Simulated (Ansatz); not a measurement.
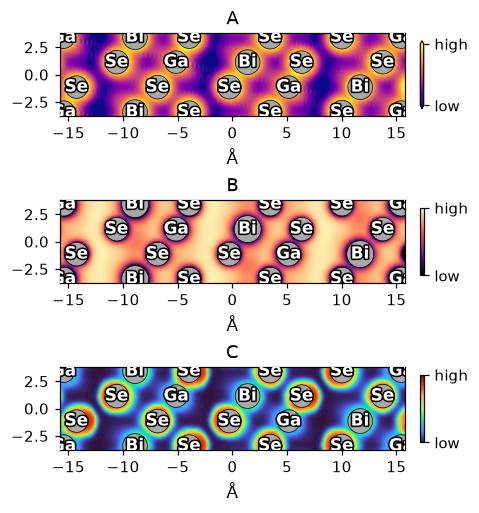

GaBiSe$_{3}$: 3 fields on the (110) plane of the conventional cell, with unlabelled colour scales. Grey discs cover the atomic cores.

Space group R3m; a generated structure, not necessarily the stable one.

Method: DFT PBE, scalar-relativistic, plane waves, PAW in Ansatz.

Question: The panels show electron localisation function, electrostatic potential energy of an electron and valence pseudo-density in some order. Assign them.

Answer: Panel A: valence pseudo-density. Panel B: electrostatic potential energy of an electron (low next to the atoms, rising into the space between them). Panel C: electron localisation function. From the grid: Ga–Se (2.58 Å): the density is about 0.41 e/Å³ at the midpoint; the ELF is about 0.70 at the midpoint. Bi–Se (2.83 Å): the density is about 0.34 e/Å³ at the midpoint; the ELF is about 0.45 at the midpoint and 0.35 at its lowest between the atoms.
